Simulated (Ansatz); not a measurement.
**MoNH+ (octet): the correlation ladder, def2-TZVPP**

Aim: climb from Hartree-Fock through coupled cluster and multireference methods for MoNH+ (octet) at one geometry and basis, and see what each rung misses.

Method: def2-TZVPP, core rule «outside noble gas», up to 5 orbitals frozen; program: Ansatz 0.2.0, Gaussian basis.

The runs, in order: UHF; CCSD(T) on ROHF; CCSD(T) on UHF; CCSDT(Q) on ROHF; CCSDT(Q) on UHF; CASSCF and NEVPT2, 11 electrons in 11 orbitals.

3 further runs of the same task are left out: 3 set aside as unsound or not needed. Runs told in other sessions of the task aren't counted.

### Step 1. The geometry

The geometry is a PBE0/def2-TZVP stationary point (not a proven minimum) of the parent state, kept for this charge and spin. No spin-orbit coupling is included. Elements past krypton take def2 core potentials.

3 atoms, charge 1, spin multiplicity 8.

Atoms are counted from 1 here; the program's logs count them from 0.

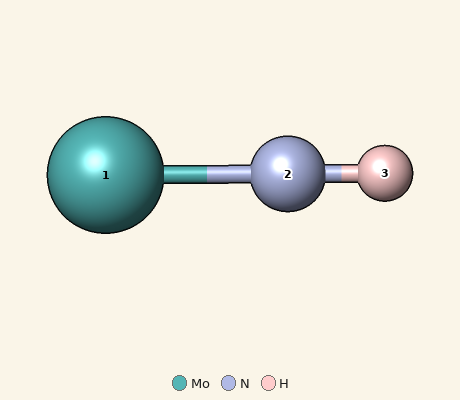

The geometry (molybdenum teal, nitrogen light blue, hydrogen pink); atoms are numbered from 1 in the order of the file.

Geometry (Å):

```xyz
3

Mo    0.00000    0.00000    1.61950
N     0.00000    0.00000   -0.29920
H     0.00000    0.00000   -1.32030
```

In the tables R marks a restricted open-shell determinant and U an unrestricted one; 'valence' is the active space of 11 electrons in 11 orbitals; energies count from the table's Hartree-Fock row.

### Step 2. UHF

in.yaml

```yaml
crystal:
  periodic: [false, false, false]
  atoms:
    - {symbol: Mo, position_ang: [0.000000, 0.000000, 1.619500]}
    - {symbol: N, position_ang: [0.000000, 0.000000, -0.299200]}
    - {symbol: H, position_ang: [0.000000, 0.000000, -1.320300]}
basis:
  gaussian: {orbitals: def2-TZVPP}
total_charge: 1
magnetization: {spin_polarized: true, initial_magnetization: 7}
hamiltonian: {xc: hf}
output: {orbitals: {seedname: orbitals}}
```

Command:

```
ansatz run in.yaml --threads 1 --pin off --events-out ev --progress --plain --max-ram 4096MiB --backend cpu
```

Standard output:

```text
Functional definition: HF
  name "HF"
  cite "Fock, Z. Phys. 61, 126 (1930) doi:10.1007/BF01340294"
  parent pbe
  exchange = exact_x
  correlation = 0
690 factors; their error is unknown
mean field evaluation 1: about -3325.3533 eV, gradient 2.2e1 eV
mean field evaluation 2: about -3327.0068 eV, gradient 7.7e0 eV
mean field evaluation 4: about -3327.3118 eV, gradient 7.7e-1 eV
mean field evaluation 8: about -3327.3407 eV, gradient 1.4e-1 eV
mean field evaluation 16: about -3327.6833 eV, gradient 2.3e-5 eV
mean field -3327.68325093 eV, -122.2901038870 hartree, gradient 2.1e-5 eV, S^2 15.767425; 0 other end points of the search recorded, 0 dependent functions left out
reference -3327.68325093 eV, -122.2901038870 hartree; 14, 7 occupied and 87, 94 virtual orbitals, 690 factors
Total energy: -3327.68325093 eV, -122.2901038870 hartree
```

Wall time 0.94 s (1 thread of AMD EPYC 7R13, shared host).

From the report: ⟨S²⟩ of the determinant 15.767 (pure octet: 15.75).

### Step 3. CCSD(T) on ROHF

Edit in.yaml of step 2 so:

```diff
@@ -9,4 +9,4 @@
 total_charge: 1
-magnetization: {spin_polarized: true, initial_magnetization: 7}
-hamiltonian: {xc: hf}
-output: {orbitals: {seedname: orbitals}}
+magnetization: {spin_polarized: false, initial_magnetization: 7}
+correlation: {method: ccsd_t, electrons: outside_noble_gas}
+output: {forces: true}
```

Command:

```
ansatz run in.yaml --threads 2 --pin off --events-out ev --progress --plain --max-ram 24576MiB --backend cuda --devices 0, --max-vram 18GiB
```

Standard output:

```text
Functional definition: HF
  name "HF"
  cite "Fock, Z. Phys. 61, 126 (1930) doi:10.1007/BF01340294"
  parent pbe
  exchange = exact_x
  correlation = 0
657 factors; integrals over basis functions are off by at most 9.1e-4 eV
mean field evaluation 1: about -3325.9388 eV, gradient 2.5e1 eV
mean field evaluation 2: about -3325.9466 eV, gradient 2.5e1 eV
mean field evaluation 4: about -3327.3430 eV, gradient 3.8e0 eV
mean field evaluation 8: about -3327.3918 eV, gradient 5.3e-1 eV
mean field evaluation 16: about -3327.3966 eV, gradient 1.6e-6 eV
mean field evaluation 32: about -3325.2630 eV, gradient 1.7e-2 eV
mean field evaluation 64: about -3325.2629 eV, gradient 4.5e-2 eV
mean field evaluation 96: about -3325.2630 eV, gradient 3.7e-4 eV
mean field -3327.39655410 eV, -122.2795679730 hartree, gradient 1.6e-6 eV, S^2 15.750000; 2 other end points of the search recorded, 0 dependent functions left out
determinant -3327.39655410 eV, -122.2795679730 hartree, with singles and doubles -3334.01942821 eV, -122.5229541073 hartree
determinant -3325.26296492 eV, -122.2011600165 hartree, with singles and doubles -3331.59127363 eV, -122.4337210721 hartree
determinant -3324.69130633 eV, -122.1801519508 hartree, with singles and doubles -3331.00875162 eV, -122.4123137831 hartree
5 core orbitals not correlated: weight in the atoms' cores, before any rotation towards them, 0.994 or more for the frozen orbitals, at most 0.003 for the correlated occupied ones
reference -3327.39655410 eV, -122.2795679730 hartree; 9, 2 occupied and 87, 94 virtual orbitals, 657 factors
second order -5.79324408 eV of doubles, -0.12321150 eV of singles
cycle   1  -6.54654317 eV  change   -6.1e-1 eV  update   1.6e-2
cycle   2  -6.55766869 eV  change   -1.1e-2 eV  update   4.2e-3
cycle   3  -6.55915549 eV  change   -1.5e-3 eV  update   1.5e-3
cycle   4  -6.55971186 eV  change   -5.6e-4 eV  update   5.6e-4
cycle   5  -6.55980582 eV  change   -9.4e-5 eV  update   2.9e-4
cycle   6  -6.55980797 eV  change   -2.2e-6 eV  update   1.6e-4
cycle   7  -6.55982247 eV  change   -1.4e-5 eV  update   8.0e-5
cycle   8  -6.55983135 eV  change   -8.9e-6 eV  update   3.4e-5
cycle   9  -6.55982841 eV  change    2.9e-6 eV  update   1.2e-5
cycle  10  -6.55982652 eV  change    1.9e-6 eV  update   4.3e-6
cycle  11  -6.55982603 eV  change    4.9e-7 eV  update   1.5e-6
cycle  12  -6.55982551 eV  change    5.3e-7 eV  update   5.7e-7
perturbative correction -0.17156278 eV, -0.0063048159 hartree
the calculation of the forces begins
Total energy: -3334.12794239 eV, -122.5269419297 hartree
Atom 0 at     0.000000     0.000000     1.619500 Å, force    -0.000000     0.000000     7.945599 eV/Å
Atom 1 at     0.000000     0.000000    -0.299200 Å, force     0.000000    -0.000000    -7.701821 eV/Å
Atom 2 at     0.000000     0.000000    -1.320300 Å, force     0.000000     0.000000    -0.243778 eV/Å
Dipole moment:    -0.000000    -0.000000    -0.431885 e Å
```

Run time: 12 s. Hardware: 1 × H100 (card shared with other runs) with 2 threads of AMD EPYC 7R13, shared host; peak host memory 1 GiB.

From the report: correlation -6.7314 eV; T1 0.015; largest double amplitude 0.04.

### Step 4. CCSD(T) on UHF

Edit in.yaml of step 3 so:

```diff
@@ -9,3 +9,3 @@
 total_charge: 1
-magnetization: {spin_polarized: false, initial_magnetization: 7}
+magnetization: {spin_polarized: true, initial_magnetization: 7}
 correlation: {method: ccsd_t, electrons: outside_noble_gas}
```

Launched as before.

Standard output:

```text
Functional definition: HF
  name "HF"
  cite "Fock, Z. Phys. 61, 126 (1930) doi:10.1007/BF01340294"
  parent pbe
  exchange = exact_x
  correlation = 0
657 factors; integrals over basis functions are off by at most 9.1e-4 eV
mean field evaluation 1: about -3325.6835 eV, gradient 2.2e1 eV
mean field evaluation 2: about -3325.6925 eV, gradient 2.2e1 eV
mean field evaluation 4: about -3327.6087 eV, gradient 2.1e0 eV
mean field evaluation 8: about -3327.6765 eV, gradient 3.0e-1 eV
mean field evaluation 16: about -3324.8949 eV, gradient 8.3e0 eV
mean field evaluation 32: about -3325.5544 eV, gradient 1.9e-1 eV
mean field evaluation 64: about -3325.0022 eV, gradient 8.2e-3 eV
mean field -3327.68347053 eV, -122.2901119571 hartree, gradient 2.8e-6 eV, S^2 15.767425; 3 other end points of the search recorded, 0 dependent functions left out
determinant -3327.68347053 eV, -122.2901119571 hartree, with singles and doubles -3334.08693575 eV, -122.5254349635 hartree
determinant -3325.55466531 eV, -122.2118798084 hartree, with singles and doubles -3331.67706569 eV, -122.4368738722 hartree
determinant -3325.47220616 eV, -122.2088494904 hartree, with singles and doubles -3331.66169108 eV, -122.4363088660 hartree
determinant -3325.00221296 eV, -122.1915775586 hartree, with singles and doubles -3331.10813669 eV, -122.4159661171 hartree
5 core orbitals not correlated: weight in the atoms' cores, before any rotation towards them, 0.993 or more for the frozen orbitals, at most 0.003 for the correlated occupied ones
reference -3327.68347053 eV, -122.2901119571 hartree; 9, 2 occupied and 87, 94 virtual orbitals, 657 factors
second order -5.68584926 eV of doubles, -0.00000000 eV of singles
cycle   1  -6.33671857 eV  change   -6.1e-1 eV  update   1.6e-2
cycle   2  -6.34800055 eV  change   -1.1e-2 eV  update   4.3e-3
cycle   3  -6.35005273 eV  change   -2.1e-3 eV  update   1.7e-3
cycle   4  -6.35086410 eV  change   -8.1e-4 eV  update   6.3e-4
cycle   5  -6.35102149 eV  change   -1.6e-4 eV  update   3.3e-4
cycle   6  -6.35104865 eV  change   -2.7e-5 eV  update   1.8e-4
cycle   7  -6.35106395 eV  change   -1.5e-5 eV  update   8.7e-5
cycle   8  -6.35107048 eV  change   -6.5e-6 eV  update   3.4e-5
cycle   9  -6.35106670 eV  change    3.8e-6 eV  update   1.1e-5
cycle  10  -6.35106363 eV  change    3.1e-6 eV  update   4.1e-6
cycle  11  -6.35106239 eV  change    1.2e-6 eV  update   1.5e-6
cycle  12  -6.35106159 eV  change    8.0e-7 eV  update   6.0e-7
perturbative correction -0.16782844 eV, -0.0061675815 hartree
the calculation of the forces begins
Total energy: -3334.20236056 eV, -122.5296767471 hartree
Atom 0 at     0.000000     0.000000     1.619500 Å, force    -0.000000     0.000000     7.918281 eV/Å
Atom 1 at     0.000000     0.000000    -0.299200 Å, force    -0.000000    -0.000000    -7.680357 eV/Å
Atom 2 at     0.000000     0.000000    -1.320300 Å, force     0.000000    -0.000000    -0.237924 eV/Å
Dipole moment:     0.000000    -0.000000    -0.433820 e Å
```

Run time: 13 s. Hardware: 1 × H100 (card shared with other runs) with 2 threads of AMD EPYC 7R13, shared host; peak host memory 1 GiB.

From the report: ⟨S²⟩ of the determinant 15.767 (pure octet: 15.75); correlation -6.5189 eV; T1 0.010; largest double amplitude 0.04.

### Step 5. CCSDT(Q) on ROHF

Edit in.yaml of step 4 so:

```diff
@@ -9,4 +9,3 @@
 total_charge: 1
-magnetization: {spin_polarized: true, initial_magnetization: 7}
-correlation: {method: ccsd_t, electrons: outside_noble_gas}
-output: {forces: true}
+magnetization: {spin_polarized: false, initial_magnetization: 7}
+correlation: {method: ccsdt_q, electrons: outside_noble_gas}
```

Launched as before.

Standard output:

```text
Functional definition: HF
  name "HF"
  cite "Fock, Z. Phys. 61, 126 (1930) doi:10.1007/BF01340294"
  parent pbe
  exchange = exact_x
  correlation = 0
1229 factors; integrals over basis functions are off by at most 3.1e-7 eV
mean field evaluation 1: about -3325.9372 eV, gradient 2.5e1 eV
mean field evaluation 2: about -3325.9466 eV, gradient 2.5e1 eV
mean field evaluation 4: about -3327.3431 eV, gradient 3.8e0 eV
mean field evaluation 8: about -3327.3918 eV, gradient 5.2e-1 eV
mean field evaluation 16: about -3327.3966 eV, gradient 2.1e-6 eV
mean field evaluation 32: about -3325.2630 eV, gradient 1.7e-2 eV
mean field evaluation 64: about -3325.2630 eV, gradient 4.6e-2 eV
mean field -3327.39657924 eV, -122.2795688967 hartree, gradient 2.1e-6 eV, S^2 15.750000; 2 other end points of the search recorded, 0 dependent functions left out
mean field evaluation 96: about -3325.6820 eV, gradient 2.2e1 eV
determinant -3327.39657924 eV, -122.2795688967 hartree, with singles and doubles -3334.01945235 eV, -122.5229549944 hartree
determinant -3325.26298731 eV, -122.2011608393 hartree, with singles and doubles -3331.59129255 eV, -122.4337217673 hartree
determinant -3324.69132662 eV, -122.1801526965 hartree, with singles and doubles -3331.00876558 eV, -122.4123142961 hartree
5 core orbitals not correlated: weight in the atoms' cores, before any rotation towards them, 0.994 or more for the frozen orbitals, at most 0.003 for the correlated occupied ones
reference -3327.39657924 eV, -122.2795688967 hartree; 9, 2 occupied and 87, 94 virtual orbitals, 1229 factors
second order -5.79324364 eV of doubles, -0.12321119 eV of singles
cycle   1  -6.40823745 eV  change   -4.9e-1 eV  update   5.1e-2
cycle   2  -6.70294257 eV  change   -2.9e-1 eV  update   2.2e-2
cycle   3  -6.76255135 eV  change   -6.0e-2 eV  update   1.0e-2
cycle   4  -6.74298860 eV  change    2.0e-2 eV  update   4.8e-3
cycle   5  -6.74670539 eV  change   -3.7e-3 eV  update   2.7e-3
cycle   6  -6.75169413 eV  change   -5.0e-3 eV  update   1.4e-3
cycle   7  -6.75133823 eV  change    3.6e-4 eV  update   7.2e-4
cycle   8  -6.75108907 eV  change    2.5e-4 eV  update   3.8e-4
cycle   9  -6.75127418 eV  change   -1.9e-4 eV  update   1.9e-4
cycle  10  -6.75106140 eV  change    2.1e-4 eV  update   9.2e-5
cycle  11  -6.75116983 eV  change   -1.1e-4 eV  update   4.3e-5
cycle  12  -6.75119693 eV  change   -2.7e-5 eV  update   1.7e-5
cycle  13  -6.75121071 eV  change   -1.4e-5 eV  update   9.4e-6
cycle  14  -6.75121582 eV  change   -5.1e-6 eV  update   4.7e-6
cycle  15  -6.75121430 eV  change    1.5e-6 eV  update   2.6e-6
cycle  16  -6.75121359 eV  change    7.1e-7 eV  update   1.4e-6
cycle  17  -6.75121428 eV  change   -6.8e-7 eV  update   6.6e-7
perturbative correction -0.00411163 eV, -0.0001510998 hartree
Total energy: -3334.15190515 eV, -122.5278225450 hartree
```

It took 20 s on 1 × H100 (card shared with other runs) with 2 threads of AMD EPYC 7R13, shared host; peak host memory 1.1 GiB.

From the report: correlation -6.7553 eV; T1 0.015; largest double amplitude 0.04.

### Step 6. CCSDT(Q) on UHF

Edit in.yaml of step 5 so:

```diff
@@ -9,3 +9,3 @@
 total_charge: 1
-magnetization: {spin_polarized: false, initial_magnetization: 7}
+magnetization: {spin_polarized: true, initial_magnetization: 7}
 correlation: {method: ccsdt_q, electrons: outside_noble_gas}
```

Launched as before.

Standard output:

```text
Functional definition: HF
  name "HF"
  cite "Fock, Z. Phys. 61, 126 (1930) doi:10.1007/BF01340294"
  parent pbe
  exchange = exact_x
  correlation = 0
1229 factors; integrals over basis functions are off by at most 3.1e-7 eV
mean field evaluation 1: about -3325.6820 eV, gradient 2.2e1 eV
mean field evaluation 2: about -3325.6925 eV, gradient 2.2e1 eV
mean field evaluation 4: about -3327.6087 eV, gradient 2.1e0 eV
mean field evaluation 8: about -3327.6765 eV, gradient 3.0e-1 eV
mean field evaluation 16: about -3325.3945 eV, gradient 3.3e0 eV
mean field evaluation 32: about -3325.5540 eV, gradient 2.0e-1 eV
mean field evaluation 64: about -3325.0022 eV, gradient 8.5e-3 eV
mean field -3327.68349540 eV, -122.2901128712 hartree, gradient 2.9e-6 eV, S^2 15.767425; 3 other end points of the search recorded, 0 dependent functions left out
determinant -3327.68349540 eV, -122.2901128712 hartree, with singles and doubles -3334.08696404 eV, -122.5254360030 hartree
determinant -3325.55468742 eV, -122.2118806208 hartree, with singles and doubles -3331.67708293 eV, -122.4368745058 hartree
determinant -3325.47223114 eV, -122.2088504083 hartree, with singles and doubles -3331.66171193 eV, -122.4363096320 hartree
determinant -3325.00223308 eV, -122.1915782982 hartree, with singles and doubles -3331.10815102 eV, -122.4159666439 hartree
5 core orbitals not correlated: weight in the atoms' cores, before any rotation towards them, 0.993 or more for the frozen orbitals, at most 0.003 for the correlated occupied ones
reference -3327.68349540 eV, -122.2901128712 hartree; 9, 2 occupied and 87, 94 virtual orbitals, 1229 factors
second order -5.68584882 eV of doubles, -0.00000000 eV of singles
cycle   1  -6.18221021 eV  change   -5.0e-1 eV  update   5.2e-2
cycle   2  -6.48420801 eV  change   -3.0e-1 eV  update   2.3e-2
cycle   3  -6.54987593 eV  change   -6.6e-2 eV  update   1.1e-2
cycle   4  -6.53058478 eV  change    1.9e-2 eV  update   5.0e-3
cycle   5  -6.53428519 eV  change   -3.7e-3 eV  update   2.8e-3
cycle   6  -6.53961379 eV  change   -5.3e-3 eV  update   1.5e-3
cycle   7  -6.53920517 eV  change    4.1e-4 eV  update   7.3e-4
cycle   8  -6.53885618 eV  change    3.5e-4 eV  update   3.9e-4
cycle   9  -6.53901168 eV  change   -1.6e-4 eV  update   1.9e-4
cycle  10  -6.53881370 eV  change    2.0e-4 eV  update   9.3e-5
cycle  11  -6.53893174 eV  change   -1.2e-4 eV  update   4.6e-5
cycle  12  -6.53895170 eV  change   -2.0e-5 eV  update   2.0e-5
cycle  13  -6.53896561 eV  change   -1.4e-5 eV  update   1.1e-5
cycle  14  -6.53897085 eV  change   -5.2e-6 eV  update   5.4e-6
cycle  15  -6.53897098 eV  change   -1.4e-7 eV  update   3.0e-6
cycle  16  -6.53897104 eV  change   -5.5e-8 eV  update   1.7e-6
cycle  17  -6.53897166 eV  change   -6.3e-7 eV  update   7.6e-7
perturbative correction -0.00416456 eV, -0.0001530448 hartree
Total energy: -3334.22663163 eV, -122.5305686923 hartree
```

Wall time 24 s (1 × H100 (card shared with other runs) with 2 threads of AMD EPYC 7R13, shared host); peak host memory 1 GiB.

From the report: ⟨S²⟩ of the determinant 15.767 (pure octet: 15.75); correlation -6.5431 eV; T1 0.011; largest double amplitude 0.04.

### Step 7. CASSCF and NEVPT2, 11 electrons in 11 orbitals

Edit in.yaml of step 6 so:

```diff
@@ -9,3 +9,3 @@
 total_charge: 1
-magnetization: {spin_polarized: true, initial_magnetization: 7}
-correlation: {method: ccsdt_q, electrons: outside_noble_gas}
+magnetization: {spin_polarized: false, initial_magnetization: 7}
+correlation: {method: sc_nevpt2, electrons: outside_noble_gas, active_space: {window: {electrons: 11, orbitals: 11}, shells: [{species: H, l: s, shell: 1}, {species: Mo, l: s, shell: 5}, {species: Mo, l: d, shell: 4}, {species: "N", l: s, shell: 2}, {species: "N", l: p, shell: 2}]}}
```

The command is unchanged.

Standard output:

```text
Functional definition: HF
  name "HF"
  cite "Fock, Z. Phys. 61, 126 (1930) doi:10.1007/BF01340294"
  parent pbe
  exchange = exact_x
  correlation = 0
1229 factors; integrals over basis functions are off by at most 3.1e-7 eV
mean field evaluation 1: about -3325.9372 eV, gradient 2.5e1 eV
mean field evaluation 2: about -3325.9466 eV, gradient 2.5e1 eV
mean field evaluation 4: about -3327.3431 eV, gradient 3.8e0 eV
mean field evaluation 8: about -3327.3918 eV, gradient 5.2e-1 eV
mean field evaluation 16: about -3327.3966 eV, gradient 2.1e-6 eV
mean field -3327.39657924 eV, -122.2795688967 hartree, gradient 2.1e-6 eV, S^2 15.750000; 0 other end points of the search recorded, 0 dependent functions left out
reference -3327.39657924 eV, -122.2795688967 hartree; 14, 7 occupied and 87, 94 virtual orbitals, 1229 factors
state -3328.50626774 eV, -122.3203491969 hartree
state -3328.50626774 eV, -122.3203491969 hartree; corrected -3333.03593501 eV, -122.4868113989 hartree
Total energy: -3333.03593501 eV, -122.4868113989 hartree
Checks for a lower state left out: starts, orbital_swaps
```

Wall time 10 s (1 × H100 (card shared with other runs) with 2 threads of AMD EPYC 7R13, shared host); peak host memory 0.79 GiB.

From the report: 781 determinants; active occupations 1.99, 1.98, 1.00, 1.00, 1.00, 1.00, 1.00, 1.00, 1.00, 0.02, 0.01.

### Step 8. How many determinants matter

Natural occupations of the CASSCF valence state about the gap (report; correlated orbitals 2 to 11): 1.977, 1.001, 1.001, 1.000, 1.000, 1.000, 0.999, 0.999, 0.024, 0.012. The count of effectively unpaired electrons, Σ n²(2 − n)², is 7.01; a single determinant of this spin has 7.

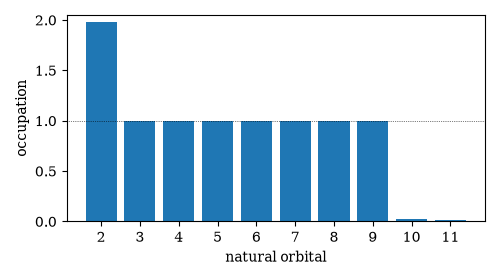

Natural occupations of the CASSCF valence state.

### Step 9. Misses and costs

No level here is safe as a reference; RCCSDT(Q) serves as a yardstick only. Rows without a time are mean-field rows or come out of runs for another level: lower rungs of the coupled-cluster runs, CASSCF and MRCISD of the multireference runs, or the Hartree-Fock search. The times of RCCSD(T), UCCSD(T) include forces.

Differences are taken before rounding.

```
        method  energy from the lowest ROHF (kcal/mol)  from RCCSDT(Q) (kcal/mol)  time
           ROHF                                   0.00                    +155.78      
           UHF                                  -6.62                    +149.17      
          RMP2                                -136.44                     +19.35      
          UMP2                                -137.74                     +18.05      
         RCCSD                                -151.27                      +4.51      
         UCCSD                                -153.08                      +2.71      
      RCCSD(T)                                -155.23                      +0.55  12 s
      UCCSD(T)                                -156.95                      -1.16  13 s
        RCCSDT                                -155.69                      +0.09      
        UCCSDT                                -157.41                      -1.63      
     RCCSDT(Q)                                -155.78                          0  20 s
     UCCSDT(Q)                                -157.51                      -1.72  24 s
CASSCF valence                                 -25.59                    +130.19      
NEVPT2 valence                                -130.05                     +25.73  10 s
```

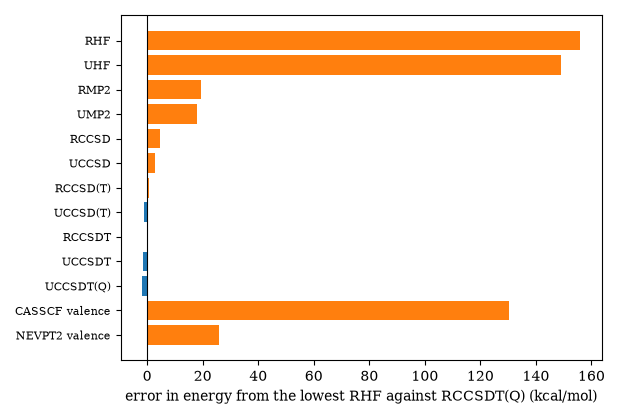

Error of each method against RCCSDT(Q).

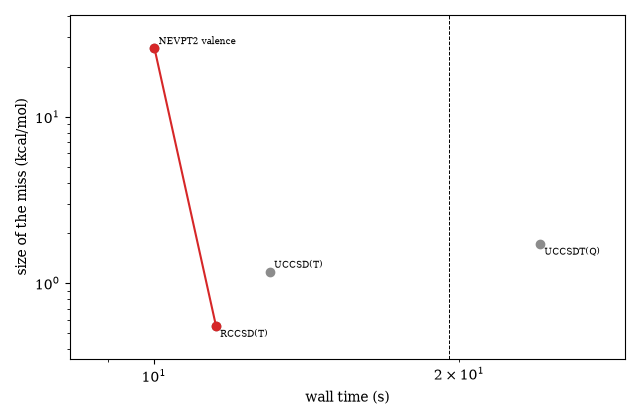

Miss against cost. Red marks the levels that no quicker level drawn beats (of those quicker than the yardstick), and the dashed line is the time of RCCSDT(Q). Times are from a shared host.

### Step 10. Outcome

```
                      quantity            value
 RCCSDT(Q) from the ROHF energy       -6.7554 eV
           RMP2 from RCCSDT(Q)  +19.35 kcal/mol
           UMP2 from RCCSDT(Q)  +18.05 kcal/mol
          RCCSD from RCCSDT(Q)   +4.51 kcal/mol
       RCCSD(T) from RCCSDT(Q)   +0.55 kcal/mol
       UCCSD(T) from RCCSDT(Q)   -1.16 kcal/mol
      UCCSDT(Q) from RCCSDT(Q)   -1.72 kcal/mol
 NEVPT2 valence from RCCSDT(Q)  +25.73 kcal/mol
                 T1 diagnostic            0.015
effectively unpaired electrons             7.01
```

RCCSD(T) lands +0.55 kcal/mol from the yardstick (0.4 % of the correlation energy). CCSD(T) misses by +0.55 kcal/mol on the restricted determinant and by -1.16 kcal/mol on the unrestricted one; the two need not hold the same state or core. One determinant dominates.
